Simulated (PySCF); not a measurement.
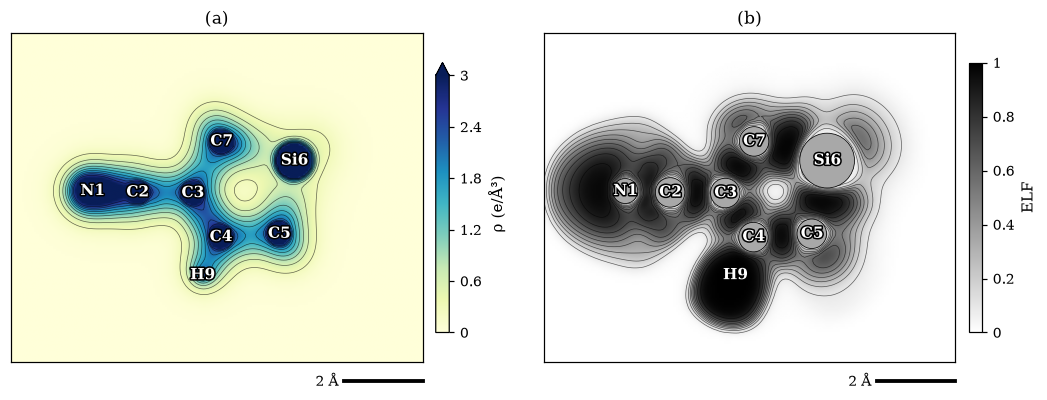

C5H6FNSi (SMILES N#CC1=CC[SiH2][C@H]1F). (a) total electron density; (b) ELF on the plane of atoms C4, C3 and C7. Grey discs cover the atomic cores in the ELF map.

Geometry: GFN2-xTB.

All numbers below come from B3LYP/def2-SVPD, SCF density, gas phase (PySCF).

Input

```
{"job": {"kind": "uv", "xc": "B3LYP", "basis": "def2-SVPD", "nstates": 8, "ntriplets": 3}, "charge": 0, "multiplicity": 1}
N      3.041991     1.979234    -0.161412
C      2.054595     1.397030    -0.119606
C      0.856705     0.657579    -0.049362
C     -0.349287     1.224091     0.037486
C     -1.561254     0.356227     0.113979
Si    -0.891634    -1.434758     0.128688
C      0.937916    -0.850335    -0.075327
F      1.455899    -1.274425    -1.294761
H     -0.468730     2.298520     0.060432
H     -2.211460     0.569218    -0.737160
H     -2.140677     0.616761     1.001419
H     -1.291486    -2.232438    -1.023664
H     -1.081120    -2.094351     1.420309
H      1.647865    -1.212826     0.676812
```

Run with:

```sh
OMP_NUM_THREADS=1 python probes_run.py task.json out
```

**Interpret the plot.**

- The section cuts through N, C, Si and H sites.
- C–N (1.15 Å): the density is about 3.6 e/Å³ at the midpoint; the ELF peaks at about 0.85 between the atoms: a multiple bond.
- C–C (1.34 Å): the density is about 2.3 e/Å³ at the midpoint; the ELF peaks at about 0.95 between the atoms (a multiple bond).
- C–Si (1.91 Å): ρ is about 0.92 e/Å³ halfway; the ELF peaks at about 0.95 between the atoms: localised, covalent bonding.
- C–H (1.08 Å): ρ at the midpoint is about 2 e/Å³; the ELF climbs to about 1 towards the hydrogen, as it does in any bond to H (a covalent bond by its length).
- C–C (1.41 Å): ρ at the midpoint is about 2 e/Å³; the ELF peaks at about 0.95 between the atoms: localised, covalent bonding.
- The ELF also peaks beside N1, away from the bonds: lone-pair regions.
